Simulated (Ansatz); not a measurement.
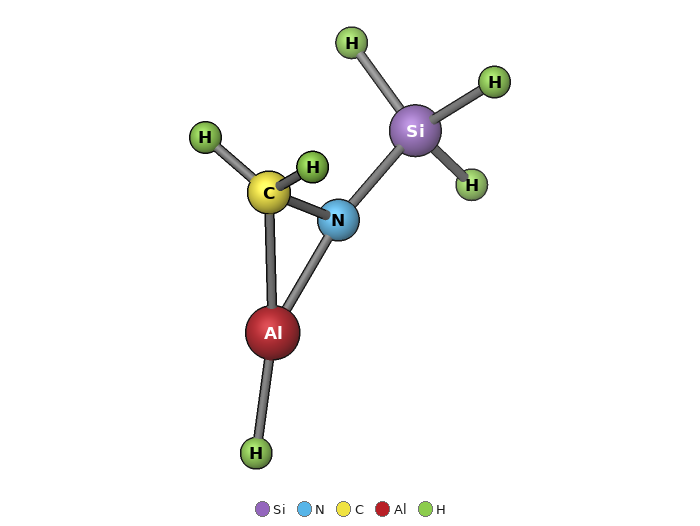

The structure as it stands in the input.

Ansatz 0.2.0 input:

```yaml
crystal:
  periodic: [false, false, false]
  atoms:
    - {symbol: Si, position_ang: [-1.064219, 1.047912, -0.438145]}
    - {symbol: N, position_ang: [0.304460, 0.066288, -0.157963]}
    - {symbol: C, position_ang: [0.301821, -1.145039, 0.778901]}
    - {symbol: Al, position_ang: [1.888020, -0.661136, -0.150978]}
    - {symbol: H, position_ang: [-2.199335, 0.261460, -1.005691]}
    - {symbol: H, position_ang: [-1.561421, 1.672548, 0.823486]}
    - {symbol: H, position_ang: [-0.698869, 2.125614, -1.397159]}
    - {symbol: H, position_ang: [0.126202, -0.897383, 1.827477]}
    - {symbol: H, position_ang: [-0.354055, -1.956211, 0.457143]}
    - {symbol: H, position_ang: [3.340596, -0.565250, -0.734172]}
basis:
  gaussian: {orbitals: def2-TZVP}
hamiltonian: {xc: {name: wB97M-V}}
scf: {lower_state_search: light}
output: {forces: true}
```

It was started with:

```sh
ansatz run in.yaml --threads 2 --pin off --events-out ev --progress --plain --max-ram 4352MiB
```

Result:

```
Functional definition: wB97M-V
  name "wB97M-V"
  cite "Mardirossian & Head-Gordon, J. Chem. Phys. 144, 214110 (2016) doi:10.1063/1.4952647"
  cite "Becke, J. Chem. Phys. 107, 8554 (1997) doi:10.1063/1.475007"
  cite "Vydrov & Van Voorhis, J. Chem. Phys. 133, 244103 (2010) doi:10.1063/1.3521275"
  # Of w^i u^j: cxij and so on, Table III.
  parameter omega = 0.3/bohr
  parameter cx = 0.15
  parameter cx01 = 1.007
  parameter cx10 = 0.259
  parameter css00 = 0.443
  parameter css04 = -1.437
  parameter css10 = -4.535
  parameter css20 = -3.390
  parameter css43 = 4.278
  parameter cos00 = 1.000
  parameter cos10 = 1.358
  parameter cos20 = 2.924
  parameter cos21 = -8.812
  parameter cos60 = -1.390
  parameter cos61 = 9.142
  parameter b = 6.0
  parameter c = 0.01
  gx(w, u) = 1 - cx + cx01*u + cx10*w
  gss(w, u) = css00 + css04*u^4 + css10*w + css20*w^2 + css43*w^4*u^3
  gos(w, u) = cos00 + cos10*w + (cos20 + cos21*u)*w^2 + (cos60 + cos61*u)*w^6
  exchange = spin_sum(e_x_unif_sr(omega)*gx(b97_w, b97_u_x)) + cx*exact_x_sr(omega) + exact_x_lr(omega)
  correlation = spin_sum(e_c_pw_mod_same_spin*gss(b97_w, b97_u_same))
      + integral(e_c_pw_mod_opposite_spin*gos(b97_w_opposite, b97_u_opposite)) + vv10(b, c)
1110 factors; their error is unknown
309 factors; integrals over basis functions are off by at most 2.1e-5 eV
mean field evaluation 1: about -17089.7804 eV, gradient 6.0e1 eV
mean field evaluation 2: about -17084.1125 eV, gradient 7.7e1 eV
mean field evaluation 4: about -17097.5910 eV, gradient 3.7e0 eV
mean field evaluation 8: about -17097.6324 eV, gradient 4.5e-2 eV
mean field evaluation 16: about -17097.6503 eV, gradient 1.0e-4 eV
mean field -17097.65027274 eV, -628.3270583197 hartree, gradient 2.2e-5 eV, S^2 0.000000; 0 other end points of the search recorded, 0 dependent functions left out
the calculation of the forces begins
reference -17097.65033183 eV, -628.3270604912 hartree; 23, 23 occupied and 149, 149 virtual orbitals, 1110 factors
Total energy: -17097.65033183 eV, -628.3270604912 hartree
Atom 0 at    -1.064219     1.047912    -0.438145 Å, force    -0.133617     0.089232    -0.021970 eV/Å
Atom 1 at     0.304460     0.066288    -0.157963 Å, force    -0.002628     0.154244    -0.118545 eV/Å
Atom 2 at     0.301821    -1.145039     0.778901 Å, force     0.009774    -0.204091     0.153880 eV/Å
Atom 3 at     1.888020    -0.661136    -0.150978 Å, force     0.144552     0.019914    -0.065732 eV/Å
Atom 4 at    -2.199335     0.261460    -1.005691 Å, force     0.113412     0.077136     0.058742 eV/Å
Atom 5 at    -1.561421     1.672548     0.823486 Å, force     0.049375    -0.064391    -0.125370 eV/Å
Atom 6 at    -0.698869     2.125614    -1.397159 Å, force    -0.038551    -0.109997     0.098424 eV/Å
Atom 7 at     0.126202    -0.897383     1.827477 Å, force    -0.006464    -0.004003    -0.073049 eV/Å
Atom 8 at    -0.354055    -1.956211     0.457143 Å, force     0.025647     0.066355     0.018200 eV/Å
Atom 9 at     3.340596    -0.565250    -0.734172 Å, force    -0.161500    -0.024401     0.075421 eV/Å
Dipole moment:     0.471089    -0.212089    -0.001219 e Å
```

The run converged.
